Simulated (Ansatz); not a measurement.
```xyz
8

N    -0.9761    1.2269    0.5334
Nb   -0.0482    0.2794   -0.5909
N     0.6767   -1.1476    0.5297
F    -1.1520   -0.4281   -1.9416
F     1.3382    1.3043   -1.3464
H    -1.5451    1.8579    1.0768
H     0.5258   -1.2704    1.5184
H     1.2730   -1.8796    0.1651
```

Geometry: PBE0-D4/def2-TZVP; core potentials replace the inner electrons of Nb.

All numbers below come from Ansatz 0.2.0, RKS PBE0-D4/def2-TZVPP.

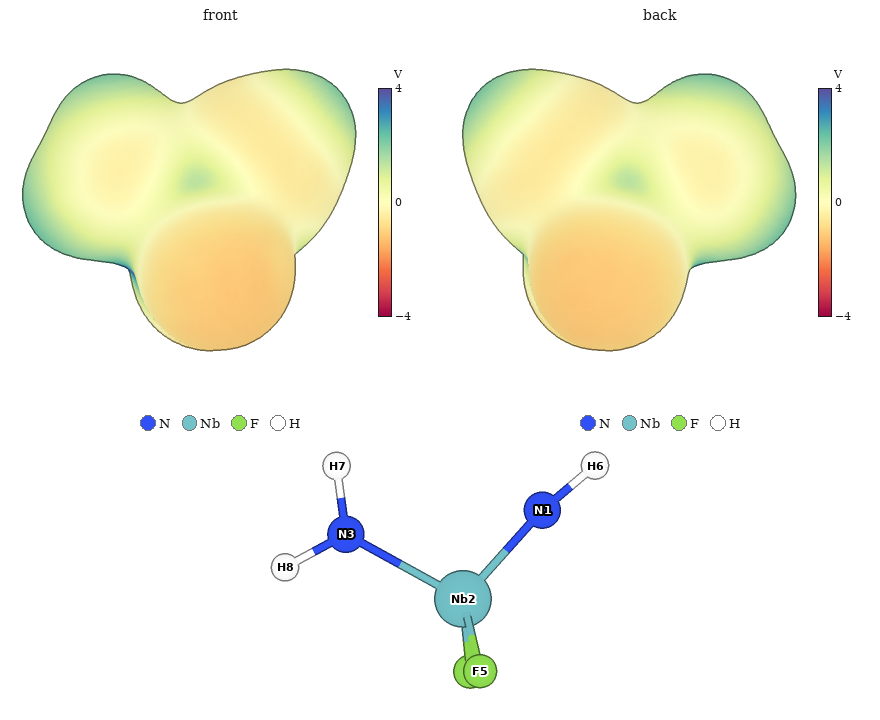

F₂H₃N₂Nb (SMILES [NH]=[Nb]([NH2])([F])[F]). The molecular electrostatic potential painted on the density surface at 0.002 e/bohr³, seen from the front and from behind; the colour scale runs from red (negative) to blue (positive). The bare structure is drawn below in the same view.

Where is the surface potential most negative and most positive?

The most negative region (about −1.2 V) lies over F4 and F5, the most positive (about +3.7 V) over Nb2.
